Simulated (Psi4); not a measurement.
**CH5B (BH2Me): M06-L/def2-TZVP**

Aim: the vertical ionisation energy of CH5B (BH2Me) at M06-L/def2-TZVP, from 2 runs. 

The results are computed with Psi4 1.11.

## Step 1: Starting point

CH5B has 7 atoms, charge 0, and is taken as a singlet. As SMILES, `[H]B([H])C`. The shape is that of a GFN2-xTB optimisation.

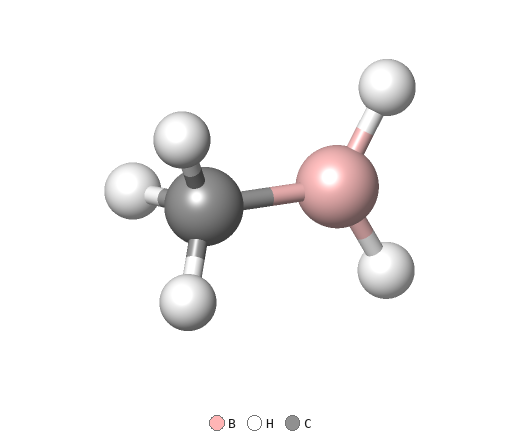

Viewed from a chosen angle; boron pink, hydrogen white, carbon grey.

## Step 2: Energy and forces at M06-L/def2-TZVP

File ch5b.inp:

```
memory 1.6 GB

molecule m {
  B
  H 1 r2
  H 1 r3 2 a3
  C 1 r4 3 a4 2 d4
  H 4 r5 1 a5 3 d5
  H 4 r6 5 a6 1 d6
  H 4 r7 6 a7 5 d7

  r2 = 1.170104
  r3 = 1.170017
  a3 = 119.35786
  r4 = 1.564883
  a4 = 120.56625
  d4 = -177.75211
  r5 = 1.092553
  a5 = 107.02663
  d5 = 93.3798
  r6 = 1.087447
  a6 = 106.36746
  d6 = 122.80718
  r7 = 1.088161
  a7 = 108.63147
  d7 = -113.50737
  symmetry c1
  no_reorient
  no_com
}

set {
  reference            rks
  puream               true
  e_convergence        1e-09
  d_convergence        1e-08
  scf_type             pk
  dft_radial_points    99
  dft_spherical_points 590
}

e_tot, wfn = gradient("m06-l/def2-TZVP", return_wfn=True)
print_variables()
```

On the command line:

```
$ psi4 -i ch5b.inp -o ch5b.out -n 1
```

ch5b.out:

```text
[...]
  Running in c1 symmetry.
[...]
  Nuclear repulsion =   31.931008171510545
[...]
  Multiplicity = 1
[...]
  Nalpha       = 8
  Nbeta        = 8
[...]
    Number of basis functions: 92
[...]
   @RKS iter   1:   -65.64717151140152   -3.91600e-01   8.27233e-03 ADIIS/DIIS
[...]
   @RKS iter  11:   -65.95676483542805   -1.25056e-12   6.09940e-09 DIIS
[...]
    Orbital Energies [Eh]
    ---------------------
    Doubly Occupied:
       1A    -10.025942     2A     -6.645455     3A     -0.669192
       4A     -0.450679     5A     -0.380869     6A     -0.371053
       7A     -0.306113     8A     -0.292713
[...]
  @RKS Final Energy:   -65.95676483542805
   => Energetics <=
    Nuclear Repulsion Energy =             31.9310081715105447
    One-Electron Energy =                -150.0087562301606283
    Two-Electron Energy =                  63.4940375969216859
    DFT Exchange-Correlation Energy =     -11.3730543736996434
    Empirical Dispersion Energy =           0.0000000000000000
    VV10 Nonlocal Energy =                  0.0000000000000000
    Total Energy =                        -65.9567648354280465
[...]
 Multipole Moments:
 ------------------------------------------------------------------------------------
     Multipole            Electronic (a.u.)      Nuclear  (a.u.)        Total (a.u.)
 ------------------------------------------------------------------------------------
 L = 1.  Multiply by 2.5417464519 to convert [e a0] to [Debye]
 Dipole X            :         -0.1497508            0.1878689            0.0381180
 Dipole Y            :          0.8950612           -1.1286695           -0.2336084
 Dipole Z            :          0.4988622           -0.6255227           -0.1266606
 Magnitude           :                                                    0.2684562
[...]
  -Total Gradient:
     Atom            X                  Y                   Z
    ------   -----------------  -----------------  -----------------
       1       -0.000876977411     0.018197681579     0.010476095520
       2       -0.000091535722    -0.001408322028    -0.009578158001
       3       -0.000159330971    -0.009017558126     0.003404947463
       4        0.004934514463    -0.008718474636    -0.004192924143
       5       -0.002372186983     0.000316065447    -0.000201252668
       6       -0.000732974147    -0.000356403685     0.001312422397
       7       -0.000721342672     0.000982524101    -0.001235760974
[...]
```

Run time: 84 s. Hardware: 1 thread of AMD EPYC 7R43 (Zen 3), shared host; peak memory 0.84 GiB.

## Step 3: The doublet cation: a single-point energy at UM06-L/def2-TZVP

File job.in:

```
memory 1.6 GB

molecule {
  1 2
  B      0.444840     0.781100     0.006260
  H      1.614940     0.782320     0.008990
  H     -0.129680     1.798100    -0.061390
  C     -0.337160    -0.573970     0.039720
  H     -0.405600    -0.929380    -0.991140
  H     -1.358290    -0.496260     0.405500
  H      0.170950    -1.361910     0.592050
  symmetry c1
}

set {
  basis                def2-TZVP
  reference            uks
  puream               true
  e_convergence        1e-09
  d_convergence        1e-08
  scf_type             pk
  dft_radial_points    99
  dft_spherical_points 590
  maxiter              200
}

e, wfn = energy("m06-l", return_wfn=True)
```

On the command line:

```
$ psi4 job.in job.out -n 1
```

job.out:

```text
[...]
  Running in c1 symmetry.
[...]
  Nuclear repulsion =   31.931012594416508
[...]
  Multiplicity = 2
[...]
  Nalpha       = 8
  Nbeta        = 7
[...]
    Number of basis functions: 92
[...]
   @UKS iter   1:   -65.29355145574684   -3.79795e-02   7.40436e-03 ADIIS/DIIS
[...]
   @UKS iter  17:   -65.52840529042027   -1.22213e-12   3.84334e-09 DIIS
[...]
   @S^2 Observed:                7.539858753E-01
[...]
    Orbital Energies [Eh]
    ---------------------
    Alpha Occupied:
       1A    -10.306611     2A     -6.969690     3A     -0.949893
       4A     -0.770222     5A     -0.683335     6A     -0.634064
       7A     -0.613702     8A     -0.596141
    Alpha Virtual:
       9A     -0.334813    10A     -0.156201    11A     -0.134156
      12A     -0.118799    13A     -0.111734    14A     -0.085651
      15A     -0.075811    16A     -0.043450    17A     -0.037107
      18A     -0.020105    19A     -0.011004    20A      0.049794
      21A      0.056266    22A      0.089790    23A      0.157765
      24A      0.176880    25A      0.197373    26A      0.202277
[...]
  @UKS Final Energy:   -65.52840529042027
   => Energetics <=
    Nuclear Repulsion Energy =             31.9310125944165080
    One-Electron Energy =                -145.3513378624067514
    Two-Electron Energy =                  58.9092588428729584
    DFT Exchange-Correlation Energy =     -11.0173388653029711
    Empirical Dispersion Energy =           0.0000000000000000
    VV10 Nonlocal Energy =                  0.0000000000000000
    Total Energy =                        -65.5284052904202667
[...]
 Multipole Moments:
 ------------------------------------------------------------------------------------
     Multipole            Electronic (a.u.)      Nuclear  (a.u.)        Total (a.u.)
 ------------------------------------------------------------------------------------
 L = 1.  Multiply by 2.5417464519 to convert [e a0] to [Debye]
 Dipole X            :          0.8122176           -0.6240675            0.1881501
 Dipole Y            :          1.4967408           -1.1391485            0.3575923
 Dipole Z            :          0.1352481           -0.1155367            0.0197114
 Magnitude           :                                                    0.4045507
[...]
```

Run time: 2.4 min. Hardware: 1 thread of AMD EPYC 7R43 (Zen 3), shared host; peak memory 0.83 GiB.

## Step 4: Outcome

At M06-L/def2-TZVP:

| quantity | value |
| --- | --- |
| singlet CH5B: total energy | -65.95676 Eh |
| singlet CH5B: dipole moment | 0.68 D |
| singlet CH5B: HOMO energy | -7.97 eV |
| singlet CH5B: LUMO energy | -1.60 eV |
| singlet CH5B: HOMO–LUMO gap | 6.36 eV |
| singlet CH5B: largest force on an atom | 1.081 eV/Å |
| doublet cation: total energy | -65.52841 Eh |
| doublet cation: HOMO energy (highest over α and β) | -15.92 eV |
| doublet cation: LUMO energy (lowest over α and β) | -15.33 eV |
| doublet cation: ⟨S²⟩ | 0.754 |
| vertical ionisation energy (to the doublet cation) | 11.656 eV |

The vertical ionisation energy comes to 11.66 eV (1125 kJ/mol). The largest force (singlet CH5B) is 1.08 eV/Å: the shape isn't a stationary point for this species at this level. −ε(HOMO) before ionisation, 7.97 eV, is 3.69 eV below this ionisation energy.
